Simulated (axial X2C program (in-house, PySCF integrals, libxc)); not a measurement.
# A two-component session on CoCl: properties at the nuclei

Wanted for CoCl: properties at the nuclei, at the two-component level.

Program: an in-house X2C program for linear molecules on PySCF integrals. Level of theory: two-component X2C with atomic mean-field terms, Co dyall-cv3z, Cl dyall-av3z. These are calculated values, not measurements.

### Step 1. Input

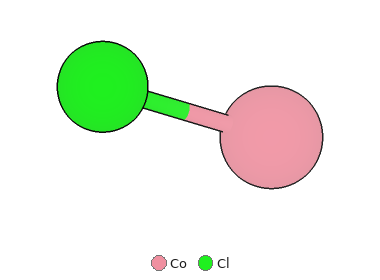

The two atoms at 2.100 Å (cobalt pink, chlorine green).

File task.json:

```json
{
 "zs": [
  27,
  17
 ],
 "q": 0,
 "bas": [
  "dyall-cv3z",
  "dyall-av3z"
 ],
 "r0": 2.1,
 "levels": [
  "PBE0",
  "HF",
  "LDA",
  "BP86",
  "TPSSh"
 ],
 "nst": 3
}
```

Keys: zs atomic numbers; q charge; bas basis sets; r0 starting distance in Å; levels methods (HF also brings MP2); nst determinants followed.

Launch:

```
python soeom.py task.json out
```

The runs that follow: Expectation values, lowest determinant; Expectation values, a higher determinant; Expectation values, a higher determinant.

Before running it: what results should come out? Wanted: lowest determinant; Eeff magnitude; Ws magnitude Co; A∥/gI Co; qzz Co; higher determinant (for each run or level that gives them).

The runs gave:

| quantity | value |
| --- | --- |
| lowest determinant | Ω = 4 (excess of +ω over −ω: ω = 3/2, ω = 5/2) |
| Eeff magnitude (GV/cm), PBE0 | 0.498 |
| Ws magnitude Co (kHz), PBE0 | 0.039 |
| A∥/gI Co (MHz), PBE0 | 267 |
| qzz Co (a.u.), PBE0 | -0.71 |
| higher determinant | Ω = 1 (excess of +ω over −ω: ω = -1/2, ω = 3/2) |
| Eeff magnitude (GV/cm), PBE0, higher determinant | 0.296 |
| Ws magnitude Co (kHz), PBE0, higher determinant | 0.0727 |
| A∥/gI Co (MHz), PBE0, higher determinant | 11.7 |
| qzz Co (a.u.), PBE0, higher determinant | 2.67 |
| higher determinant | Ω = 3 (excess of +ω over −ω: ω = 1/2, ω = 5/2) |
| Eeff magnitude (GV/cm), PBE0, higher determinant | 0.228 |
| Ws magnitude Co (kHz), PBE0, higher determinant | 0.0216 |
| A∥/gI Co (MHz), PBE0, higher determinant | 474 |
| qzz Co (a.u.), PBE0, higher determinant | -0.31 |

What this shows: In the first state, the effective field runs from 0.325 to 1.65 GV/cm over the mean-field levels, so the levels don't agree on it. The expectation values come from single determinants, which for open shells can mix terms of unlike spin or miss the lowest Ω, so a determinant need not be a state. Eeff is the effective electric field on the electron dipole moment in this Ω state and Ws the scalar–pseudoscalar constant (defined with the proton number Z and per Ω); A∥ is the parallel hyperfine constant, which follows by multiplying with the nuclear g factor gI = μI/(I μN); qzz is the electric field gradient, eQq0 = 234.96 MHz × Q/barn × qzz; μ is positive if Cl is the positive end. The operators were transformed with the bare-nucleus X2C matrices. A second determinant lies within 0.1 eV of the first.
